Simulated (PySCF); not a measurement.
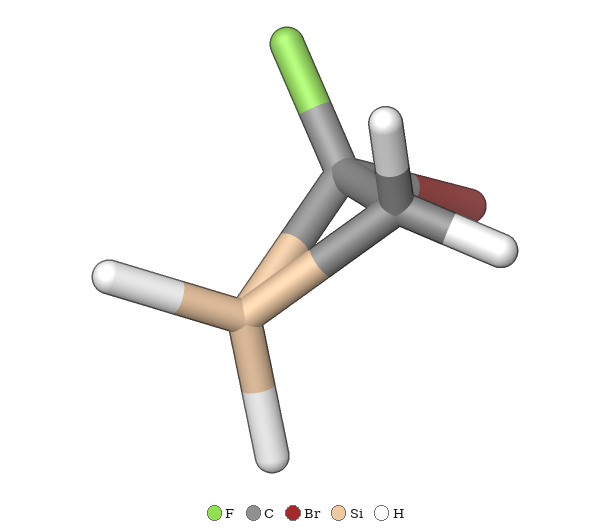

Every bond is drawn as one stick, whatever its order.

The computed structure is the end point of a GFN2-xTB optimisation. No frequency run is at hand to confirm it as a minimum.

**Which formula does it have?**

C₂H₄BrFSi, 9 atoms: 2 carbon, 4 hydrogen, 1 bromine, 1 fluorine and 1 silicon.

**Count the bonded pairs by element.**

2 C–Si, 2 C–H, 2 Si–H, 1 C–F, 1 C–Br, 1 C–C.

**Which point group does it belong to?**

C1.

**Describe its rings.**

Independent rings (smallest set): 1 of 3 members.

**How many sets of symmetry-equivalent atoms are there?**

9: 1 F, 1 C, 1 Br, 1 C, 1 Si, 1 H, 1 H, 1 H, 1 H.

The parts below concern this one geometry. Atoms keep their numbers from picture to picture.

### Geometry

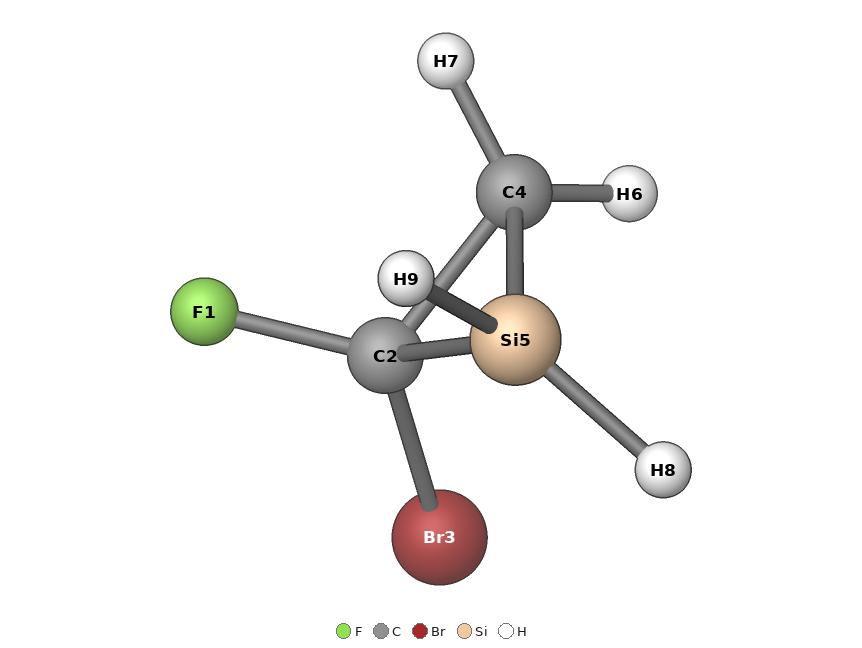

Numbered structure. No frequency run is at hand to confirm it as a minimum.

What are the angles F1–C2–Br3, F1–C2–C4, C2–C4–Si5, C2–C4–H6, C2–C4–H7, C2–Si5–C4, C2–Si5–H8, C2–Si5–H9, Br3–C2–C4, C4–C2–Si5, C4–Si5–H9, Si5–C4–H7?

```csv
angle,degrees
F1–C2–Br3,108.7
F1–C2–C4,114.8
C2–C4–Si5,66.9
C2–C4–H6,115.9
C2–C4–H7,114.0
C2–Si5–C4,47.2
C2–Si5–H8,115.0
C2–Si5–H9,114.4
Br3–C2–C4,116.6
C4–C2–Si5,65.9
C4–Si5–H9,117.3
Si5–C4–H7,120.7
```

### Electronic properties

No frequency run is at hand to confirm it as a minimum. Properties computed with B3LYP/def2-SVPD, gas phase (PySCF 2.14.0). Excitations: vertical, linear response.

**What is the HOMO energy (Kohn–Sham orbital)?**

−6.98 eV.

**Give the dipole moment at this level.**

3.03 D.

**Give the lowest vertical singlet excitation at this level.**

4.83 eV.

**Give the brightest of the 8 lowest singlets at this level.**

5.71 eV.

### Core levels

No frequency run is at hand to confirm it as a minimum. Properties computed with delta-SCF UKS SCAN, pcX-2 on the ionised atom, pcseg-1 elsewhere, spin-free X2C (PySCF 2.14.0).

Give the core-electron binding energies (to vacuum; p and d levels without spin–orbit splitting) of F1 1s, C2 1s, C4 1s, Si5 1s, Si5 2p.

```
atom  level  binding energy (eV)
  F1     1s                692.6
  C2     1s                293.4
  C4     1s                290.7
 Si5     1s               1847.0
 Si5     2p                107.5
```

### Polarisability

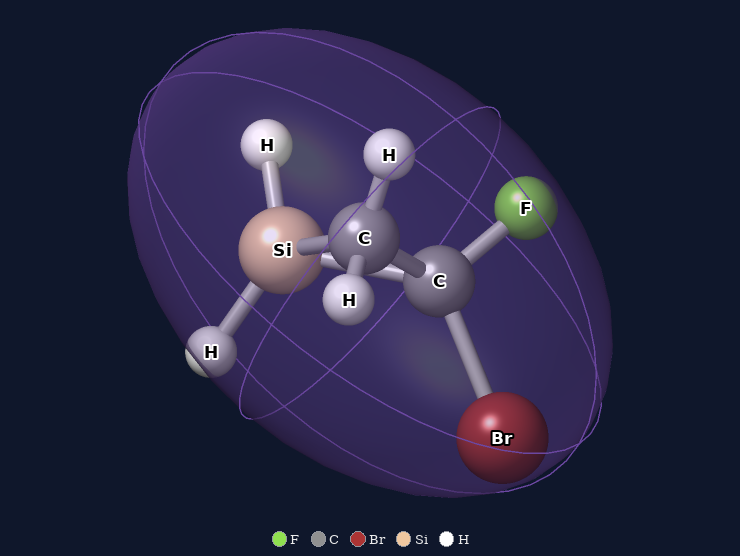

The ellipsoid shows the static dipole polarisability: its half-axes are proportional to the principal values. No frequency run is at hand to confirm it as a minimum. Method: B3LYP/def2-SVPD (PySCF 2.14.0).

**Give the principal values, the mean and the anisotropy.**

Principal values 62.8, 69.9, 96.5 bohr³; mean 76.4 bohr³ (11.32 Å³); anisotropy 30.7 bohr³, so the longest axis is 1.54 times the shortest.

The geometry is semi-empirical. Around Br, Si such bond lengths and angles can be off by a tenth of an ångström or more and by several degrees, and values that hang on the shape move with them.
